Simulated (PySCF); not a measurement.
# B2PLYP/aug-cc-pVDZ run of SiH3Cl (chlorosilane)

What is the energy change on altering one bond length of SiH3Cl (chlorosilane) at B2PLYP/aug-cc-pVDZ? Input form: a Python script.

The calculation is run with PySCF 2.14.0.

3 further runs of the same task are left out: 3 set aside as unsound or not needed. Runs told in other sessions of the task aren't counted.

**1. The molecule**

SiH3Cl: 5 atoms, total charge 0, spin state singlet. SMILES: `[SiH3]Cl`. The shape is that of a PBE0-D4/def2-TZVP optimisation.

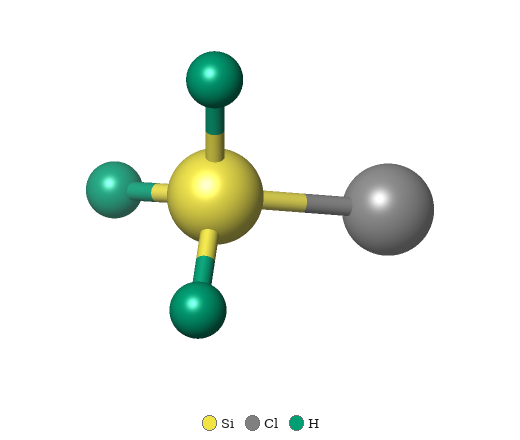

Viewed from a chosen angle; silicon yellow, chlorine grey, hydrogen teal.

**2. A single-point energy at B2PLYP/aug-cc-pVDZ**

input.py reads:

```python
from pyscf import gto, dft, mp

system = gto.Mole()
system.atom = [
    ('Si', (-0.112000, 0.018600, -0.030900)),
    ('Cl', (1.838300, -0.513500, 0.329900)),
    ('H', (-0.950900, -0.488300, 1.079100)),
    ('H', (-0.534700, -0.585700, -1.314900)),
    ('H', (-0.190800, 1.495400, -0.104700)),
]
system.max_memory = 1860
system.basis = 'aug-cc-pvdz'
system.spin = 0
system.verbose = 3
system.build()

mf = dft.RKS(system)
mf.xc = '0.53*HF + 0.47*B88, 0.73*LYP'
mf.conv_tol = 1e-10
mf.grids.level = 5
mf.kernel()
if not mf.converged:
    mf = mf.newton().run(mf.mo_coeff, mf.mo_occ)

pt = mp.MP2(mf, frozen=10).run()
e_final = mf.e_tot + 0.27 * pt.e_corr
print('PT2 part  %.8f' % (0.27 * pt.e_corr))
print('Final energy', e_final)
```

Run with:

```bash
$ OMP_NUM_THREADS=1 python input.py
```

The program printed:

```text
converged SCF energy = -751.174508267177
E(RMP2) = -751.48982401964  E_corr = -0.315315752462414
E(SCS-RMP2) = -751.493287804997  E_corr = -0.318779537819853
PT2 part  -0.08513525
Final energy -751.259643520342
```

Run time: 8.1 s. Hardware: 1 thread of Arm Neoverse V2, shared host; peak memory 0.39 GiB.

**3. The distorted shape, same level**

input.py reads:

```python
from pyscf import gto, dft, mp

molecule = gto.Mole()
molecule.atom = '''
Si      -0.017442      -1.753530       0.057658
Cl       1.932858      -2.285630       0.418458
H       -0.856342      -2.260430       1.167658
H       -0.440142      -2.357830      -1.226342
H       -0.190800       1.495400      -0.104700
'''
molecule.verbose = 4
molecule.max_memory = 1860
molecule.spin = 0
molecule.basis = 'aug-cc-pvdz'
molecule.charge = 0
molecule.build()

ks = dft.RKS(molecule)
ks.xc = '0.53*HF + 0.47*B88, 0.73*LYP'
ks.conv_tol = 1e-10
ks.grids.level = 5
ks.kernel()
if not ks.converged:
    ks = ks.newton().run(ks.mo_coeff, ks.mo_occ)

pt = mp.MP2(ks, frozen=10).run()
etot = ks.e_tot + 0.27 * pt.e_corr
print('PT2 part  %.8f' % (0.27 * pt.e_corr))
print('Final energy', etot)
```

Run with:

```bash
$ OMP_NUM_THREADS=1 python input.py
```

The program printed:

```text
PySCF version 2.14.0

[... 75 lines left out ...]
converged SCF energy = -750.997374976847
[... 1 line left out ...]
******** <class 'pyscf.mp.mp2.RMP2'> ********
nocc = 7, nmo = 71
frozen orbitals 10
E(RMP2) = -751.36781026375  E_corr = -0.370435286903471
E(SCS-RMP2) = -751.379575411609  E_corr = -0.382200434762249
E_corr(same-spin) = -0.0719098956022105
E_corr(oppo-spin) = -0.29852539130126
PT2 part  -0.10001753
Final energy -751.0973925043108
```

Run time: 9 s. Hardware: 1 thread of Arm Neoverse V2, shared host; peak memory 0.39 GiB.

**4. What came out**

Level: B2PLYP/aug-cc-pVDZ, 10 core orbitals frozen.

```
                                                          quantity          value
                                         first shape: total energy  -751.25964 Eh
                             first shape: dipole moment (SCF part)         1.47 D
                    first shape: HOMO energy (SCF part's orbitals)      -10.22 eV
                    first shape: LUMO energy (SCF part's orbitals)        0.33 eV
                  first shape: HOMO–LUMO gap (SCF part's orbitals)       10.55 eV
                                     distorted shape: total energy  -751.09739 Eh
                         distorted shape: dipole moment (SCF part)         2.80 D
                distorted shape: HOMO energy (SCF part's orbitals)       -7.31 eV
                distorted shape: LUMO energy (SCF part's orbitals)       -3.10 eV
              distorted shape: HOMO–LUMO gap (SCF part's orbitals)        4.21 eV
energy change with the Si1–H5 bond stretched from 1.481 to 3.258 Å       4.415 eV
```

In words: With the Si1–H5 bond stretched from 1.481 to 3.258 Å the energy rises by 4.42 eV (426 kJ/mol). The first shape isn't relaxed at this level, so the change isn't measured from a minimum. A restricted reference can't describe the breaking bond well at this length. Mulliken charges (first shape) run from -0.42 on Cl2 to +0.14 on H4; in a basis this large or diffuse they mean little. Mulliken charges (distorted shape) run from -0.34 on Cl2 to +0.20 on Si1; in a basis this large or diffuse they mean little.
